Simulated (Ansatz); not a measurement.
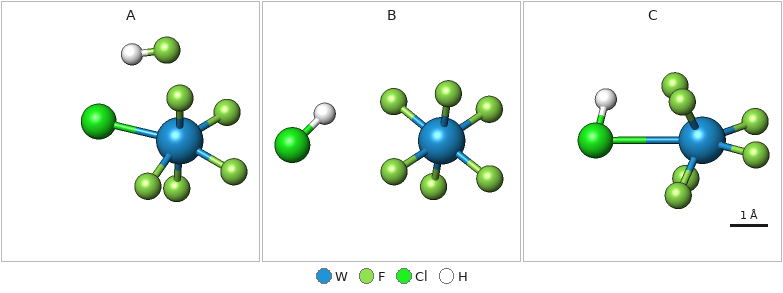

3 geometries from a converged minimum-energy path of WHClF$_{6}$, shuffled. The picture is a ball-and-stick view, seen at a tilt.

Level of theory: RKS LDA/def2-SVP in Ansatz 0.2.0. Set-up: 5 movable images; climbing image; force threshold 0.05 eV/Å; iteration limit 60; starting path through a guess of the saddle point.

Which frame is the top of the path?

A. In order along the path, whose images run from 0 to 6: B (image 1, 0.00 eV), C (image 3, +0.22 eV), A (image 5, +0.61 eV). Breaking: Cl–H (1.30 → 2.21 Å), F–W (1.86 → 3.32 Å). Forming: F–H (1.94 → 0.94 Å), Cl–W (3.90 → 2.30 Å).

Cost: 3.3 min on 4 threads of Intel(R) Xeon(R) Platinum 8488C (Sapphire Rapids) (shared host), peak memory 0.24 GiB.
